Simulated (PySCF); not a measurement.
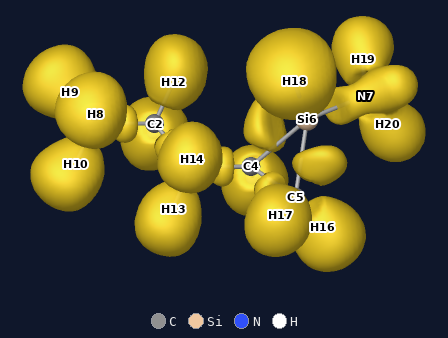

Figure 1: C5H13NSi. Isosurface of the ELF at 0.8 (yellow), seen at a tilt. Core shells and regions of very low density are left out.

Geometry: GFN2-xTB.

Level of theory: PBE0/pcSseg-1, SCF density, gas phase, non-relativistic in PySCF.

```xyz
20

C    -3.0218    0.5432   -0.5569
C    -1.5875    0.0917   -0.8032
C    -0.8624   -0.2476    0.4971
C     0.5682   -0.6715    0.2549
C     1.5097   -0.6781    1.4855
Si    2.0017    0.5552    0.1604
N     3.4709    0.2952   -0.7014
H    -3.0394    1.4327    0.0694
H    -3.5186    0.7748   -1.4964
H    -3.5863   -0.2388   -0.0530
H    -1.5897   -0.7865   -1.4535
H    -1.0356    0.8824   -1.3176
H    -1.4036   -1.0497    1.0109
H    -0.8727    0.6276    1.1512
H     0.6186   -1.5840   -0.3354
H     2.0743   -1.5862    1.6502
H     1.0580   -0.3330    2.4052
H     1.7631    1.9780    0.2983
H     3.5243    0.6053   -1.6583
H     3.9235   -0.6000   -0.6105
```

Where are the electrons localised?

At this value the surface marks out four regions between bonded C–C atoms (shared pairs), eleven regions around hydrogen nuclei, two regions on Si in which the atom's valence shell and bonds are merged and one joined region spread over several atoms (H, N), in which their bonds and any lone pairs are merged.

Values along the shortest contacts:
C–C (1.51 Å): the ELF peaks at about 0.95 between the atoms: a covalent bond. Si–N (1.72 Å): the ELF peaks at about 0.90 between the atoms (a polar covalent bond).
